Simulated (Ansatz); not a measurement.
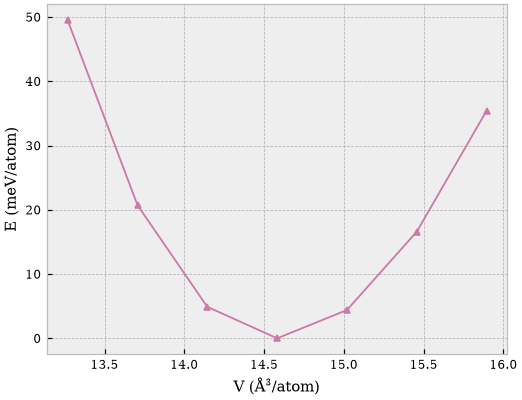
Figure: TiZn3 (Cu3Au type, space group No. 221) under volume change, the program Ansatz at the r²SCAN level (PAW), scaled uniformly.

What does a third-order Birch–Murnaghan fit give for V₀, B₀ and B′?

V₀ = 14.58 Å³/atom, B₀ = 113 GPa, B′ = 4.6.

Space group Pm-3m (Cu3Au type). The workflow started from an entry of the Crystallography Open Database (COD). Whether it is the stable phase at ambient conditions was not checked. Symmetry was held in the r²SCAN relaxation; its stability against distortions is not shown here. No spin polarisation was allowed.

Potentials: the later of the program's two PAW sets.
